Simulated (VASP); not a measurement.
Band structure of Tc (relaxed from the simple-cubic structure, space group Pm-3m). These are PBEsol GGA, VASP's PBE PAW potentials (set 64) (plane waves; VASP) values and carry that method's errors.

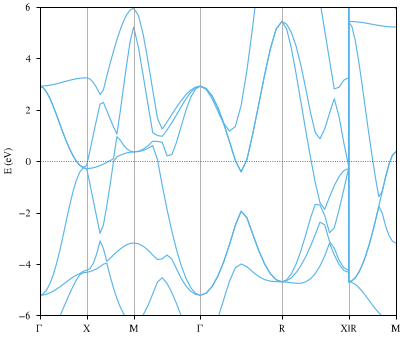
Figure: Bands along high-symmetry lines, zero at the valence-band maximum or, without a gap, the Fermi level

Problem. Read the plot: is there a gap, and where are the band edges?

Solution. It has no gap at this level: it comes out as a metal or semimetal. (Edges off the drawn lines would not show.)

The structure was generated: Tc was put into the simple-cubic type (Pm-3m), which need not be its known phase. It was relaxed first.
